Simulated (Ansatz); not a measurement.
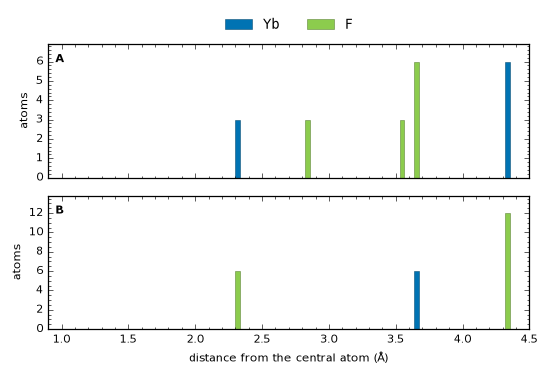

Neighbour shells computed from the structure of YbF2: each bar gives the number of atoms of one element at one distance (within 0.03 Å) from a central atom. Structure used: coordinates from a relaxation at fixed volume with DFT PBEsol, scalar-relativistic, plane waves, PAW (Ansatz 0.2.0); the starting structure was generated, so it need not be a known form of this composition.

```
a = 3.656 Å, b = 3.656 Å, c = 4.747 Å, α = 90.00°, β = 90.00°, γ = 120.00°
Yb1  0.0000  0.0000  0.0000
F2  0.3333  0.6667  0.1998
F3  0.6667  0.3333  0.8002
```

Which atom of the list is the centre of each panel?

Answer. panel A: F2 (or an equivalent site: F3); panel B: Yb1.

Read off the nearest shells (six at most) of each panel.

Answer. Panel A: 3 Yb at 2.31 Å, 3 F at 2.84 Å, 3 F at 3.55 Å, 6 F at 3.66 Å, 6 Yb at 4.34 Å
Panel B: 6 F at 2.31 Å, 6 Yb at 3.66 Å, 12 F at 4.34 Å
